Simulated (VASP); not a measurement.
Band structure of HfO₂ (relaxed from the tetragonal-ZrO2 structure, space group P4_2/nmc). Level of theory: r2SCAN meta-GGA, VASP's PBE PAW potentials (set 64) (plane waves; VASP).

Unless said otherwise, spin-orbit coupling is left out, though it shifts the bands of the heavy elements here.

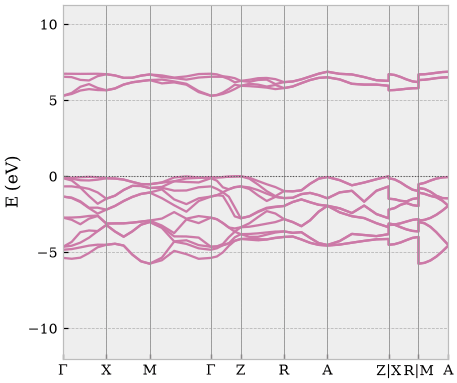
Figure. Bands along high-symmetry lines, zero at the valence-band maximum or, without a gap, the Fermi level

Question: Read the plot: is there a gap, and where are the band edges?

Answer: The gap is indirect, 5.29 eV, from the valence maximum at Z to the conduction minimum at Γ.

The structure was generated: HfO2 was put into the tetragonal-ZrO2 type (P4_2/nmc), which need not be its known phase. It was relaxed first.
